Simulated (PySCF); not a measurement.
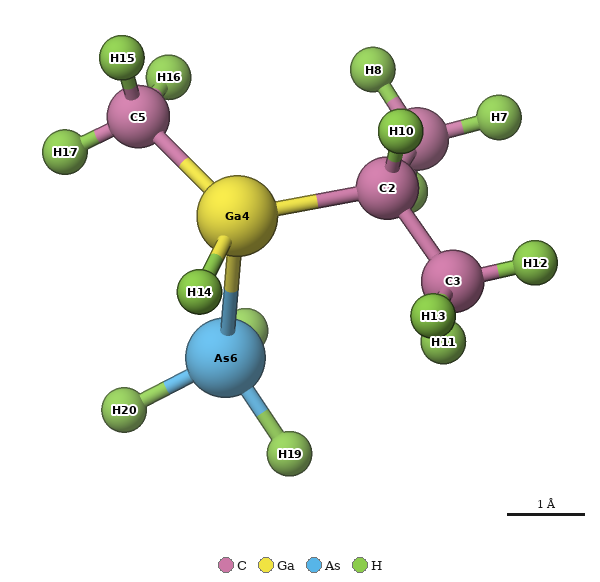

The structure (ball-and-stick view, seen at a tilt; atoms are numbered from 1 in the order of the input). Sticks mark near contacts. Bond lengths as drawn: As–Ga 2.70 Å, As–H 1.51 Å, C–C 1.52 Å, C–Ga 1.99 to 2.01 Å, C–H 1.10 to 1.11 Å and Ga–H 1.59 Å.

# Two runs on C₄H₁₄AsGa

System: C₄H₁₄AsGa, SMILES C[CH](C)[Ga@@H-]([CH3])[AsH3+].
Method of run 1: GIAO KT2/pcSseg-1 NMR shielding, non-relativistic, gas phase (PySCF 2.14.0).

The geometry comes from this level: PBE0-D3(BJ)/def2-SVP. Text and figures count atoms from 1; the logs count them from 0 in places.

**Input file, run 1**
```
{"job": {"kind": "nmr", "xc": "KT2", "basis": "pcSseg-1", "pop": false}, "charge": 0, "multiplicity": 1}
C      1.432115     0.455327    -1.222352
C      1.306916     0.108049     0.257180
C      1.789803    -1.308459     0.547708
Ga    -0.522344     0.478700     0.990293
C     -1.518166     2.088766     0.380212
As    -1.871540    -1.358589    -0.461723
H      2.468196     0.335374    -1.589543
H      1.126340     1.491798    -1.436297
H      0.801824    -0.200748    -1.849961
H      1.953302     0.806908     0.823737
H      1.186627    -2.062519     0.010546
H      2.836729    -1.463356     0.227189
H      1.730810    -1.556819     1.619176
H     -0.909646    -0.173483     2.386155
H     -1.225945     2.946945     1.008479
H     -1.290134     2.351730    -0.664421
H     -2.608803     1.976051     0.481622
H     -1.992621    -1.246053    -1.966754
H     -1.508043    -2.826959    -0.430616
H     -3.348269    -1.543700    -0.189189
```

The first line tells a small driver script what to run in PySCF; the rest is the geometry in Å.

Hardware: 1 CPU thread, shared host.

**Output (run 1)**
```
coarse grid: 70080 points
cycle   1  E = -4340.8243900422  dE = -1.290e+00  |g| = 1.020e+00  |ddm| = 3.898e+00
cycle   2  E = -4340.5240827453  dE =  3.003e-01  |g| = 1.466e+00  |ddm| = 2.133e+00
cycle   3  E = -4340.9770565342  dE = -4.530e-01  |g| = 1.996e-01  |ddm| = 1.599e+00
cycle   4  E = -4340.9862079815  dE = -9.151e-03  |g| = 9.416e-02  |ddm| = 3.339e-01
cycle   5  E = -4340.9883728534  dE = -2.165e-03  |g| = 2.155e-02  |ddm| = 1.151e-01
cycle   6  E = -4340.9884798565  dE = -1.070e-04  |g| = 6.173e-03  |ddm| = 2.921e-02
cycle   7  E = -4340.9884914524  dE = -1.160e-05  |g| = 1.791e-03  |ddm| = 8.354e-03
cycle   8  E = -4340.9884921471  dE = -6.947e-07  |g| = 4.574e-04  |ddm| = 2.036e-03
final grid: 146408 points
cycle   9  E = -4340.9884903496  dE = -9.099e-08  |g| = 6.931e-04  |ddm| = 3.526e-03
cycle  10  E = -4340.9884901680  dE =  1.816e-07  |g| = 1.158e-03  |ddm| = 2.007e-03
cycle  11  E = -4340.9884904754  dE = -3.074e-07  |g| = 1.226e-04  |ddm| = 1.160e-03
cycle  12  E = -4340.9884904786  dE = -3.150e-09  |g| = 2.012e-05  |ddm| = 1.374e-04
cycle  13  E = -4340.9884904787  dE = -9.732e-11  |g| = 7.325e-06  |ddm| = 2.801e-05
converged SCF energy = -4340.9884904787

GIAO shielding tensors (ppm)
atom      isotropic    diamagn.    paramagn.     s11        s22        s33       span
  0 C      158.261     248.494     -90.234    146.211    147.127    181.444     35.234
  1 C      162.239     251.136     -88.897    154.892    160.074    171.750     16.857
  2 C      157.126     247.431     -90.305    142.012    146.751    182.615     40.603
  3 Ga    1356.801    2643.451   -1286.650   1251.542   1335.513   1483.348    231.806
  4 C      192.520     252.557     -60.037    187.249    191.104    199.207     11.959
  5 As    1811.917    2883.128   -1071.210   1788.881   1819.494   1827.377     38.496
  6 H       29.820      29.599       0.221     25.466     26.752     37.244     11.778
  7 H       29.416      31.405      -1.988     24.325     28.727     35.198     10.873
  8 H       30.609      32.841      -2.232     25.623     31.764     34.439      8.816
  9 H       30.450      32.122      -1.672     26.986     28.155     36.209      9.223
 10 H       30.560      32.145      -1.585     25.165     32.085     34.430      9.264
 11 H       29.815      29.011       0.804     25.330     26.785     37.330     12.000
 12 H       29.432      29.982      -0.550     24.907     27.510     35.879     10.972
 13 H       26.205      29.437      -3.232     20.364     22.171     36.080     15.716
 14 H       31.481      29.236       2.245     26.562     27.576     40.306     13.744
 15 H       31.185      31.983      -0.798     26.181     29.858     37.517     11.336
 16 H       31.402      29.825       1.577     25.838     29.467     38.901     13.063
 17 H       27.986      29.643      -1.657     21.354     22.624     39.979     18.624
 18 H       27.818      29.230      -1.412     20.646     22.640     40.168     19.522
 19 H       28.173      28.735      -0.562     21.585     22.045     40.888     19.303
```

The input of run 2 differs as follows (lines with − go, lines with + come):
```diff
-"xc": "KT2"
+"xc": "mPW1PW91"
```

Predict how the results change.

The total energies belong to different methods, so their difference says nothing on which is more stable or more accurate. The HOMO goes from −5.56 to −6.65 eV. The LUMO goes from −1.01 to −0.07 eV. The dipole moment goes from 2.74 to 2.81 D. Of all shieldings, the largest change is that of As6, by −23.1 ppm. The functional changes from KT2 to mPW1PW91. Exact exchange removes part of the self-interaction error of semilocal functionals, which pushes filled and empty levels apart. The SCF takes 12 iterations against 13.

**Output (run 2)**
```
coarse grid: 70080 points
cycle   1  E = -4321.2717551488  dE = -1.311e+00  |g| = 1.231e+00  |ddm| = 3.902e+00
cycle   2  E = -4321.1966741842  dE =  7.508e-02  |g| = 1.311e+00  |ddm| = 1.415e+00
cycle   3  E = -4321.4064681458  dE = -2.098e-01  |g| = 1.563e-01  |ddm| = 9.178e-01
cycle   4  E = -4321.4102301020  dE = -3.762e-03  |g| = 4.584e-02  |ddm| = 1.463e-01
cycle   5  E = -4321.4105522760  dE = -3.222e-04  |g| = 8.101e-03  |ddm| = 3.953e-02
cycle   6  E = -4321.4105680801  dE = -1.580e-05  |g| = 2.471e-03  |ddm| = 1.033e-02
cycle   7  E = -4321.4105695771  dE = -1.497e-06  |g| = 6.274e-04  |ddm| = 2.719e-03
final grid: 146408 points
cycle   8  E = -4321.4105576980  dE = -7.495e-08  |g| = 7.955e-04  |ddm| = 2.820e-03
cycle   9  E = -4321.4105576025  dE =  9.552e-08  |g| = 1.028e-03  |ddm| = 1.629e-03
cycle  10  E = -4321.4105578336  dE = -2.311e-07  |g| = 7.183e-05  |ddm| = 9.144e-04
cycle  11  E = -4321.4105578349  dE = -1.247e-09  |g| = 1.306e-05  |ddm| = 8.163e-05
cycle  12  E = -4321.4105578349  dE = -3.638e-11  |g| = 2.612e-06  |ddm| = 1.488e-05
converged SCF energy = -4321.4105578349

GIAO shielding tensors (ppm)
atom      isotropic    diamagn.    paramagn.     s11        s22        s33       span
  0 C      160.013     247.704     -87.691    148.300    150.479    181.259     32.958
  1 C      167.795     250.222     -82.428    161.141    165.156    177.087     15.945
  2 C      159.036     246.340     -87.303    144.735    149.981    182.393     37.658
  3 Ga    1364.620    2638.077   -1273.457   1269.387   1326.934   1497.538    228.151
  4 C      193.717     252.585     -58.868    188.927    191.601    200.622     11.695
  5 As    1788.825    2879.196   -1090.371   1767.362   1795.982   1803.130     35.769
  6 H       30.040      29.815       0.225     25.491     26.904     37.725     12.234
  7 H       29.739      31.297      -1.557     24.419     29.004     35.795     11.376
  8 H       30.811      32.478      -1.667     25.685     31.802     34.945      9.260
  9 H       30.855      32.259      -1.404     27.177     28.295     37.094      9.918
 10 H       30.757      31.713      -0.956     25.197     32.116     34.958      9.761
 11 H       30.038      29.163       0.875     25.384     26.939     37.791     12.407
 12 H       29.731      29.901      -0.170     24.974     27.743     36.477     11.503
 13 H       26.644      29.349      -2.705     20.773     22.416     36.745     15.972
 14 H       31.662      29.414       2.248     26.599     27.712     40.675     14.075
 15 H       31.417      31.907      -0.490     26.298     30.045     37.909     11.611
 16 H       31.647      29.970       1.678     26.035     29.582     39.325     13.290
 17 H       28.073      29.569      -1.496     21.397     22.625     40.197     18.800
 18 H       27.930      29.181      -1.252     20.705     22.682     40.402     19.697
 19 H       28.204      28.686      -0.483     21.472     21.996     41.144     19.672
```

**The two runs side by side**

| quantity | run 1 | run 2 |
| --- | --- | --- |
| outcome | converged | converged |
| total energy (hartree) | −4340.988490 | −4321.410558 |
| HOMO (eV) | −5.56 | −6.65 |
| LUMO (eV) | −1.01 | −0.07 |
| dipole moment (D) | 2.74 | 2.81 |
| shielding of C1 (ppm) | 158.3 | 160.0 |
| shielding of C2 (ppm) | 162.2 | 167.8 |
| shielding of C3 (ppm) | 157.1 | 159.0 |
| shielding of Ga4 (ppm) | 1356.8 | 1364.6 |
| shielding of C5 (ppm) | 192.5 | 193.7 |
| shielding of As6 (ppm) | 1811.9 | 1788.8 |
| shielding of H14 (ppm) | 26.2 | 26.6 |
| SCF iterations | 13 | 12 |
| basis functions | 220 | 220 |
| wall time (shared host) | 47 s | 36 s |

For both runs: Spin–orbit coupling is left out, which matters for the heavy atoms.
